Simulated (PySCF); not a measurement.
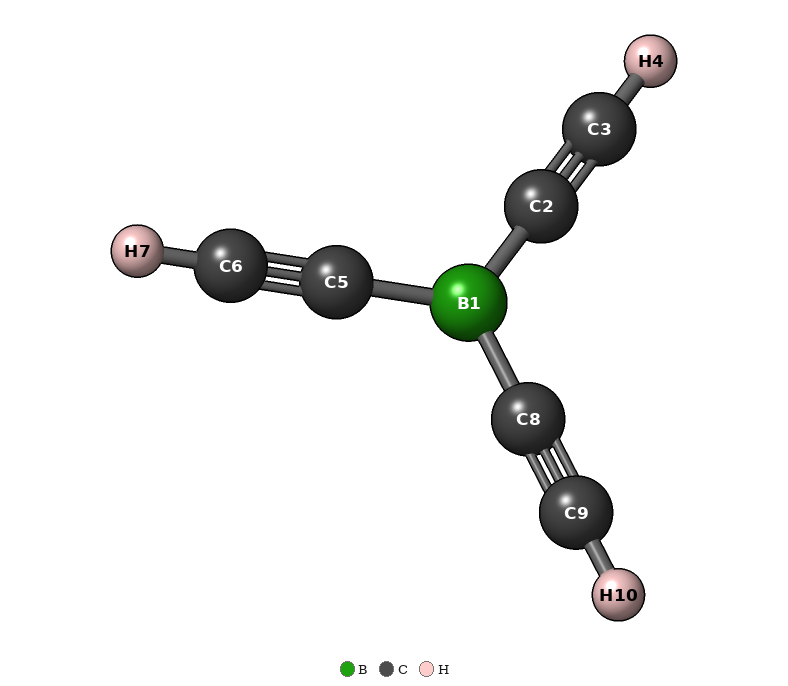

The geometry was computed by an optimisation with PBE0-D3(BJ)/def2-SVP. No frequency run is at hand to confirm it as a minimum. Method: B3LYP/pcJ-1 indirect spin-spin coupling, non-relativistic, gas phase (PySCF 2.14.0). Isotopes: 11B, 13C, 1H.

Give the spin–spin coupling constants of these pairs, with the number of bonds between them: B1/C5, B1/C2, B1/C8, B1/C9, B1/C6, B1/C3, B1/H10, B1/H4, B1/H7.

| pair | bonds apart | J (Hz) |
| --- | --- | --- |
| B1, C5 | 1 | 108.7 |
| B1, C2 | 1 | 108.6 |
| B1, C8 | 1 | 108.7 |
| B1, C9 | 2 | 22.0 |
| B1, C6 | 2 | 22.0 |
| B1, C3 | 2 | 22.0 |
| B1, H10 | 3 | 3.9 |
| B1, H4 | 3 | 3.9 |
| B1, H7 | 3 | 3.9 |
